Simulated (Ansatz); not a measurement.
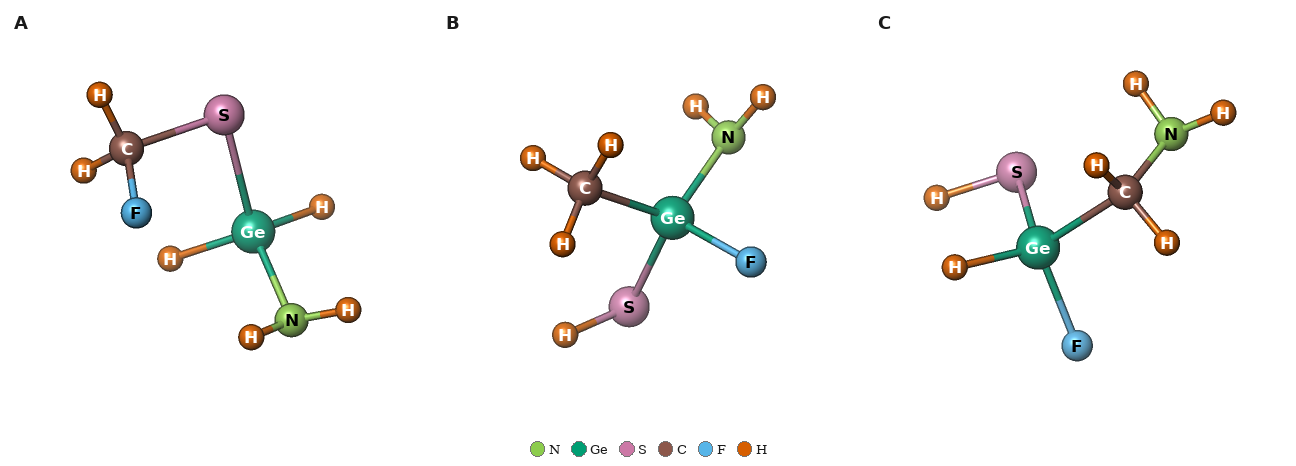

3 stationary structures of one formula. Geometries: PBE0-D4/def2-TZVP. Electronic energies: CCSD(T)/CBS (MP2 limit from def2-TZVPP and def2-QZVPP plus CCSD(T) − MP2) (Ansatz 0.2.0), without zero-point energy. No frequency run is at hand to confirm each as a minimum. Each is one conformer, not always the lowest.

Are they conformers, stereoisomers or constitutional isomers?

Answer. They are constitutional isomers of CH6FGeNS: A `[NH2][GeH2][S]CF`, B `[CH3][Ge@@]([NH2])([F])[SH]`, C `N[CH2][Ge@H]([F])[SH]`.

Rank them by energy, lowest first.

Answer. B is lowest; C lies 117.3 kJ/mol above it, A lies 211.6 kJ/mol above it.
